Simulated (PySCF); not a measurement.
**C2H5F4PSi (charge +1, doublet): density, localisation and related maps**

Input file:

```
{"job": {"kind": "epr", "basis": "pcH-1"}, "charge": 1, "multiplicity": 2}
F      1.858438     1.450055     0.009538
C      1.773310     0.079205     0.184841
Si     0.264423    -0.452334    -0.890311
P     -0.721889     1.655099    -0.968939
C     -1.196623    -1.320799     0.107573
F     -1.563797    -2.471739    -0.439657
F     -2.273938    -0.493964     0.073182
F     -0.906486    -1.529698     1.389414
H      1.655835    -0.096894     1.260854
H      2.725159    -0.345558    -0.141960
H      0.431036    -1.088702    -2.196316
H     -2.023661     1.841271    -1.407065
H     -0.026195     2.774545    -1.391840
```

Launched as:

```sh
OMP_NUM_THREADS=1 python probes_run.py task.json out
```

Geometry: GFN2-xTB.

Computed with PySCF, UKS B3LYP, pcH-1 on C F H P Si, non-relativistic, mean-field spin-orbit, GIAO.

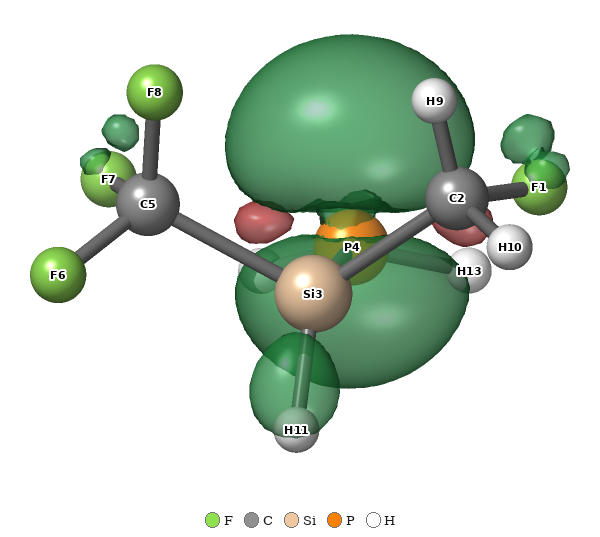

Figure 1. Isosurfaces of the spin density at +0.015 (green) and −0.015 e/Å³ (red), seen from one side.

Which atoms carry the spin?

The unpaired spin (1 electron) lies mostly on P4 (about 0.9), in electrons by Hirshfeld's partition.

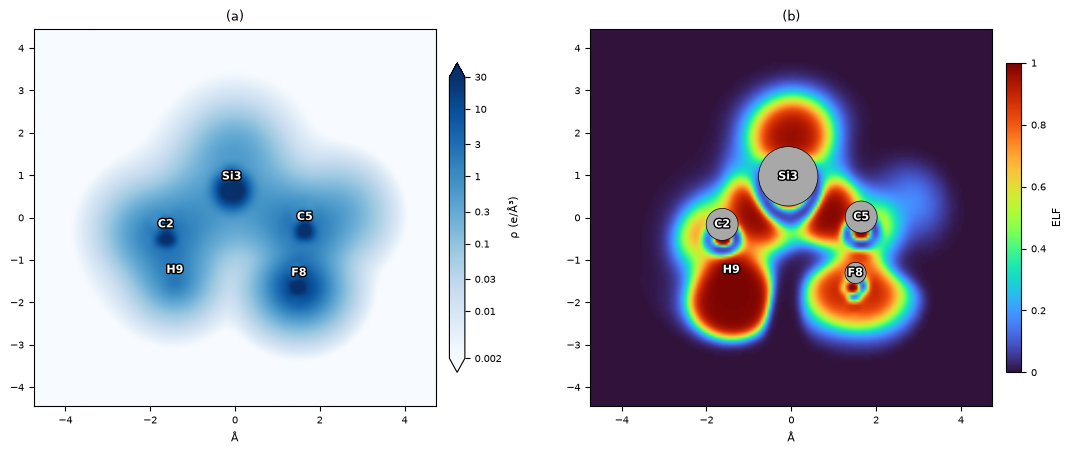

Figure 2. (a) total electron density; (b) electron localisation function on the plane of atoms C2, Si3 and C5. Grey discs cover the atomic cores in the ELF map.

What do the fields say about this system?

The section cuts through C, Si, F and H sites. C–F (1.33 Å): the density is about 2.1 e/Å³ at the midpoint, with its minimum of 1.7 e/Å³ about 0.8 Å from C; the ELF is about 0.10 at the midpoint. C–Si (1.93 Å): ρ at the midpoint is about 0.68 e/Å³; the ELF peaks at about 0.95 between the atoms (a covalent bond). C–H (1.10 Å): ρ is about 7.1 e/Å³ halfway; the ELF climbs to about 1 towards the hydrogen, as it does in any bond to H. C–Si (1.97 Å): ρ is about 0.64 e/Å³ halfway; the ELF peaks at about 0.95 between the atoms (localised, covalent bonding). The ELF also peaks beside F8, away from the bonds: non-bonding electrons, paired or unpaired.
